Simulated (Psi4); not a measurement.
# UCCSD(T)/3-21G (sweep point 2) run of HS (SMILES [SH])

Aim: the vertical doublet–quartet gap of HS at UCCSD(T)/3-21G (sweep point 2), from 2 runs. 

Program for the calculation: Psi4 1.11.

## 1. The structure to begin with

The species is HS (2 atoms), meant as a doublet with charge 0. As SMILES, `[SH]`. The shape is that of a GFN2-xTB optimisation.

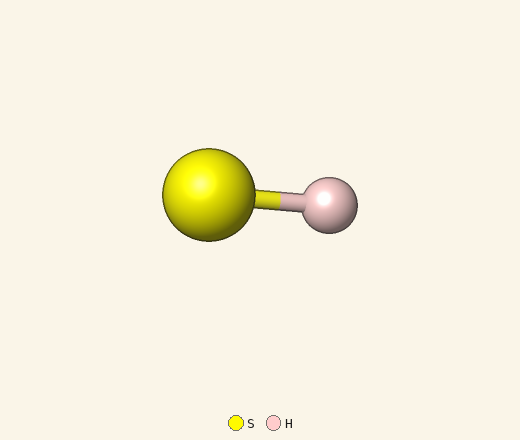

Viewed from a chosen angle; sulfur yellow, hydrogen pink.

## 2. The energy at UCCSD(T)/3-21G (sweep point 2)

The input, calc.in:

```
memory 1.6 GB

molecule {
  0 2
  S      1.07338334    -0.35086545     0.55197010
  H     -1.07338334     0.35086545    -0.55197010
  units bohr
  symmetry c1
}

set {
  basis 3-21G
  reference uhf
  puream true
  scf_type pk
  num_frozen_docc 5
  maxiter 150
}

energy("ccsd(t)")
```

Launch:

```bash
psi4 -i calc.in -o calc.out -n 1
```

calc.out:

```text
[...]
  Running in c1 symmetry.
[...]
  Nuclear repulsion =    6.364600572385179
[...]
  Multiplicity = 2
[...]
  Nalpha       = 9
  Nbeta        = 8
[...]
    Number of basis functions: 15
[...]
   @UHF iter   1:  -396.10315535347650   -3.91191e-01   8.40899e-03 DIIS/ADIIS
[...]
   @UHF iter  11:  -396.11809915592920    1.13687e-13   3.44074e-09 DIIS
[...]
   @S^2 Observed:                7.526093346E-01
[...]
    Orbital Energies [Eh]
    ---------------------
    Alpha Occupied:
       1A    -91.339247     2A     -8.939247     3A     -6.627393
       4A     -6.611307     5A     -6.606413     6A     -0.999799
       7A     -0.547097     8A     -0.464514     9A     -0.409787
    Alpha Virtual:
      10A      0.191963    11A      0.588679    12A      0.656340
      13A      0.672722    14A      0.696291    15A      1.178235
    Beta Occupied:
       1A    -91.329916     2A     -8.929036     3A     -6.604956
[...]
  @UHF Final Energy:  -396.11809915592920
   => Energetics <=
    Nuclear Repulsion Energy =              6.3646005723851786
    One-Electron Energy =                -560.5631138186756743
    Two-Electron Energy =                 158.0804140903613018
    Total Energy =                       -396.1180991559292579
  UHF NO Occupations:
  HONO-2 :    7  A 1.9999153
  HONO-1 :    8  A 1.9988399
[...]
 Multipole Moments:
 ------------------------------------------------------------------------------------
     Multipole            Electronic (a.u.)      Nuclear  (a.u.)        Total (a.u.)
 ------------------------------------------------------------------------------------
 L = 1.  Multiply by 2.5417464519 to convert [e a0] to [Debye]
 Dipole X            :         -0.0000000           -0.0000000           -0.0000000
 Dipole Y            :         -0.0000000            0.0000000           -0.0000000
 Dipole Z            :          0.6778688           -1.2079336           -0.5300648
 Magnitude           :                                                    0.5300648
[...]
      * MP2 total energy                      = -396.159108387619028
[...]
      * CCSD total energy                     = -396.170232345751401
[...]
      * CCSD(T) total energy                     = -396.170517055268363
[...]
```

It took 3.9 s on 1 thread of Intel Xeon Platinum 8488C (Sapphire Rapids), shared host; peak memory 0.18 GiB.

## 3. The quartet

The input, input.in:

```
memory 1600 mb

molecule {
  0 4
  S      1.07338334    -0.35086545     0.55197010
  H     -1.07338334     0.35086545    -0.55197010
  units au
  symmetry c1
}

set {
  basis 3-21G
  reference uhf
  puream true
  scf_type pk
  num_frozen_docc 5
  maxiter 150
}

energy('ccsd(t)')
print_variables()
```

Launch:

```bash
psi4 -i input.in -o input.out -n 1
```

input.out:

```text
[...]
  Running in c1 symmetry.
[...]
  Nuclear repulsion =    6.364600572385179
[...]
  Multiplicity = 4
[...]
  Nalpha       = 10
  Nbeta        = 7
[...]
    Number of basis functions: 15
[...]
   @UHF iter   1:  -395.88967779773367   -1.77714e-01   7.21916e-03 ADIIS/DIIS
[...]
   @UHF iter  10:  -395.90036148631981   -5.68434e-13   6.45789e-09 DIIS
[...]
   @S^2 Observed:                3.750502933E+00
[...]
    Orbital Energies [Eh]
    ---------------------
    Alpha Occupied:
       1A    -91.398519     2A     -9.002274     3A     -6.685101
       4A     -6.685101     5A     -6.670340     6A     -1.087146
       7A     -0.628738     8A     -0.529216     9A     -0.529216
      10A     -0.145655
    Alpha Virtual:
      11A      0.538688    12A      0.611344    13A      0.611344
      14A      0.626385    15A      1.190144
    Beta Occupied:
[...]
  @UHF Final Energy:  -395.90036148631981
   => Energetics <=
    Nuclear Repulsion Energy =              6.3646005723851786
    One-Electron Energy =                -559.5592518859834854
    Two-Electron Energy =                 157.2942898272785612
    Total Energy =                       -395.9003614863197527
  UHF NO Occupations:
  HONO-2 :    8  A 1.0000000
  HONO-1 :    9  A 1.0000000
[...]
 Multipole Moments:
 ------------------------------------------------------------------------------------
     Multipole            Electronic (a.u.)      Nuclear  (a.u.)        Total (a.u.)
 ------------------------------------------------------------------------------------
 L = 1.  Multiply by 2.5417464519 to convert [e a0] to [Debye]
 Dipole X            :         -0.0000000           -0.0000000           -0.0000000
 Dipole Y            :          0.0000000            0.0000000            0.0000000
 Dipole Z            :          1.6210510           -1.2079336            0.4131174
 Magnitude           :                                                    0.4131174
[...]
      * MP2 total energy                      = -395.925601780430952
[...]
      * CCSD total energy                     = -395.933134883401635
[...]
      * CCSD(T) total energy                     = -395.933280486012109
[...]
```

Run time: 3.9 s. Hardware: 1 thread of Intel Xeon Platinum 8488C (Sapphire Rapids), shared host; peak memory 0.18 GiB.

## 4. Summary of results

Level: UCCSD(T)/3-21G (sweep point 2), 5 core orbitals frozen.

| quantity | value |
| --- | --- |
| doublet: total energy | -396.17052 Eh |
| doublet: HOMO energy (Hartree–Fock orbitals) (highest over α and β) | -10.30 eV |
| doublet: LUMO energy (Hartree–Fock orbitals) (lowest over α and β) | 0.03 eV |
| doublet: correlation energy (5 core orbitals frozen) | -52.4 mEh |
| doublet: (T) correction | -0.28 mEh |
| doublet: ⟨S²⟩ of the reference determinant | 0.753 |
| doublet: T1 diagnostic | 0.007 |
| quartet: total energy | -395.93328 Eh |
| quartet: HOMO energy (Hartree–Fock orbitals) (highest over α and β) | -3.96 eV |
| quartet: LUMO energy (Hartree–Fock orbitals) (lowest over α and β) | -0.41 eV |
| quartet: correlation energy (5 core orbitals frozen) | -32.9 mEh |
| quartet: (T) correction | -0.15 mEh |
| quartet: ⟨S²⟩ of the reference determinant | 3.751 |
| quartet: T1 diagnostic | 0.007 |
| vertical energy of the quartet above the doublet | 6.456 eV |

In words: At this shape the quartet lies 6.46 eV (149 kcal/mol) above the doublet. The triples (doublet) make up 0.5 % of the correlation energy. The triples (quartet) make up 0.4 % of the correlation energy.
